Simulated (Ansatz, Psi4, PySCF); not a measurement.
boric acid (SMILES OB(O)O) and H2O (SMILES O) are pulled apart as rigid monomers along the line of their centres of mass, from the B3LYP-D3(BJ)/def2-TZVP minimum. Starting geometry (charge 0, multiplicity 1):
```xyz
10

O      0.488    -0.252    -1.402
B      0.213    -0.137    -0.067
O      0.606     1.007     0.597
O     -0.443    -1.179     0.531
H      0.949     0.522    -1.736
H      0.368     0.997     1.533
H     -0.601    -1.024     1.470
O     -0.473     0.117     3.189
H     -1.277     0.474     3.583
H      0.077    -0.187     3.920
```

Interaction energies with rigid monomers; basis-set methods are counterpoise corrected unless marked otherwise.

Cores are frozen in the correlated methods.

Programs: Ansatz (Gaussian orbitals); Psi4 for SAPT; PySCF for the dispersion terms. Each number belongs to the level named beside it.

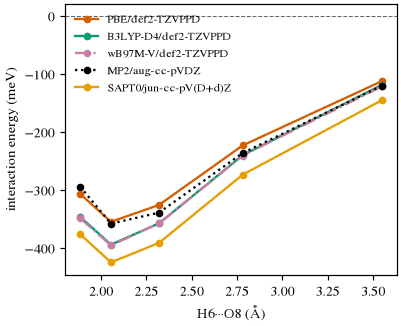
Figure: Interaction energy against separation

Task: Which level binds most strongly at H6···O8 = 2.06, and by how much?

Result: SAPT0/jun-cc-pV(D+d)Z, -424 meV.

Ansatz is a program for electronic structure.
